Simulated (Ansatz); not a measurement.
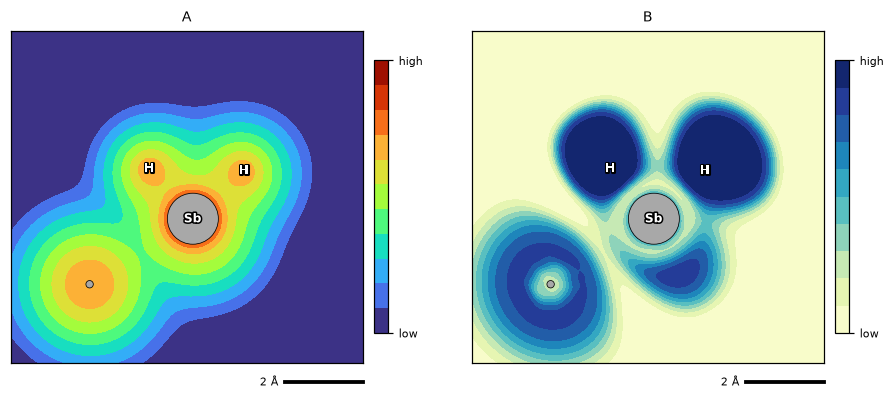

Br···H3Sb (SMILES [Br-].[SbH3]) (charge −1): 2 fields on the plane of atoms H3, Sb2 and H4, with unlabelled colour scales. Grey discs cover the atomic cores.

Geometry: PBE0-D4/def2-TZVPD; core potentials replace the inner electrons of Sb.

The calculation used RKS PBE0-D4/def2-TZVPPD (Ansatz).

**Which field does each panel show? The fields are: electron density and electron localisation function.**

Panel A: electron density. Panel B: electron localisation function. From the grid: Sb–H (1.71 Å): the density is about 1.1 e/Å³ at the midpoint; the ELF climbs to about 1 towards the hydrogen.
